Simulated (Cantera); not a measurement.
Input: 1 mol CaCO3, 0.081 mol CO2, 1.2 mol O2, at 18.0 Pa.

Equilibrium computed with Cantera from the NASA thermochemical tables; the gas is ideal and each condensed phase is pure. Candidate condensed phases: C, Ca, CaCO3, CaO; 15 gas species. Kinetics and transport are ignored.

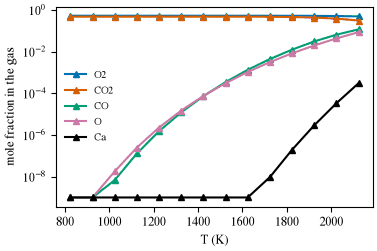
Fig. 1. Equilibrium gas composition (values under 1e-9 drawn at 1e-9)

### Question
Read off the mole fractions at 1425 K.

### Answer
O2 about 0.53, CO2 about 0.47, O about 7.5e-5, CO about 7.3e-5.
